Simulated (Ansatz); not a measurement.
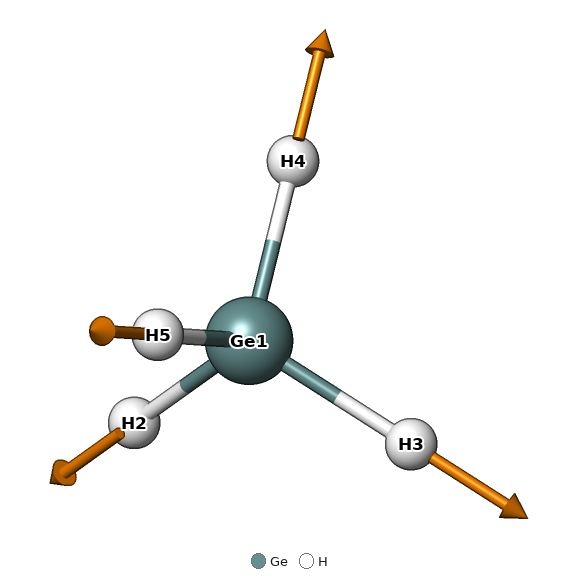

The arrows show one normal mode. Harmonic vibrations computed with RKS PBE0-D4/def2-TZVP (Ansatz 0.2.0) at a stationary point of the same level.

> What kind of motion is it?

Mostly in-phase stretching of 4 Ge–H bonds.

> At what wavenumber does it lie?

2169 cm⁻¹; it is mode 6 of 9 counted from the lowest.
